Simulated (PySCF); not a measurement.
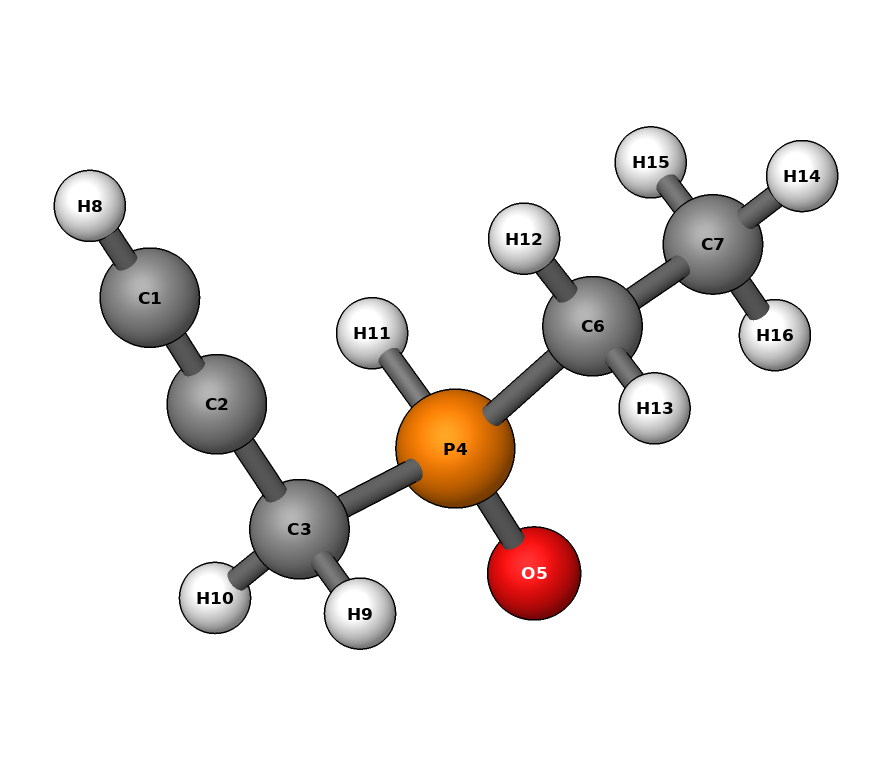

The geometry was computed by an optimisation with GFN2-xTB. No frequency run is at hand to confirm it as a minimum. Properties computed with GIAO PBE0/pcSseg-1 NMR shielding, non-relativistic, gas phase (PySCF 2.14.0). Principal shieldings σ11 ≤ σ22 ≤ σ33, span Ω = σ33 − σ11, skew κ = 3(σiso − σ22)/Ω.

Give the shielding tensors of the O atoms.

```csv
atom,σ11,σ22,σ33,σiso,Ω,κ
O5,118.3,282.0,320.1,240.1,201.8,−0.62
```

Shieldings and span in ppm.

The geometry is semi-empirical. Around P such bond lengths and angles can be off by a tenth of an ångström or more and by several degrees, and values that hang on the shape move with them.
